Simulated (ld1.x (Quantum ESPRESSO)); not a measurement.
Input of ld1.x (Quantum ESPRESSO) 7.5:

```
 &input
   title='P', zed=15., rel=1, dft='PBESOL', iswitch=3,
   config='[Ne] 3s2 3p3 3d-2',
   nld=3, rlderiv=2.35, eminld=-3.0, emaxld=5.0, deld=0.02
 /
 &inputp
   pseudotype=3, tm=.true., lloc=-2, rcloc=1.65,
   nlcc=.false.,
   which_augfun='PSQ', rmatch_augfun=0.95,
   file_pseudopw='P.UPF', file_wfcaegen='ae.wfc', file_wfcncgen='nc.wfc', file_beta='beta', file_chi='chi', file_wfcusgen='us.wfc'
 /
5
3S  1  0   2.00   0.00  1.15  1.50  0.0
3S  1  0   0.00  -0.20  1.15  1.50  0.0
3P  2  1   3.00   0.00  2.05  2.15  0.0
3P  2  1   0.00  -0.05  2.05  2.15  0.0
3D  3  2  -2.00   0.05  1.50  1.85  0.0
 &test
   configts(1)='3s2 3p3'
 /
```

Launched with:
```bash
ld1.x < P.in > P.out
```

Functional and relativity: PBEsol, scalar-relativistic.

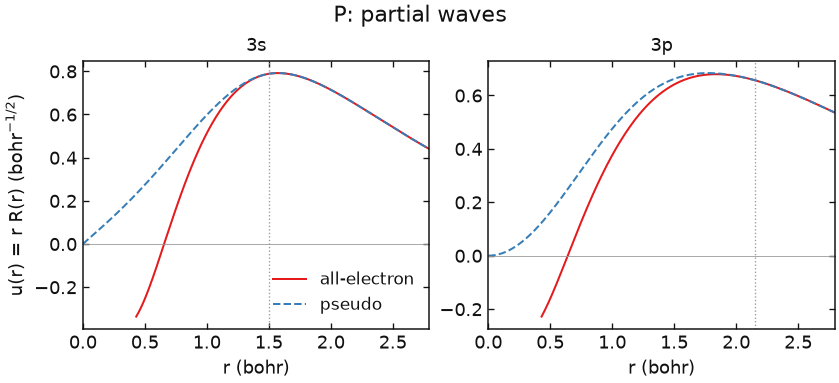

Partial waves u(r) = r R(r), all-electron (solid) and pseudo (dashed). Dotted lines mark the matching radii. The all-electron curves start outside the innermost oscillations, which aren't drawn.

Pseudo-waves: 3s has no node; 3p has no node.

- Cutoffs needed: 15 Ry and 21 Ry (the cutoffs, on a coarse ladder, from which the occupation-weighted sum of valence levels, in a spherical-Bessel basis at the reference potential, stays within 10 and 1 mRy of its value at 400 Ry)
- Ghost test: no ghost state below the valence levels in the s, p, d, f channels (spherical-Bessel basis up to 400 Ry, 20 bohr box)
- Configuration tests: test run stopped at test 3 of 7 (negative rho)
- Lowest eigenvalue of the overlap operator: 0.48 (s channel)
- Density cutoff estimated by the generator: 411 Ry
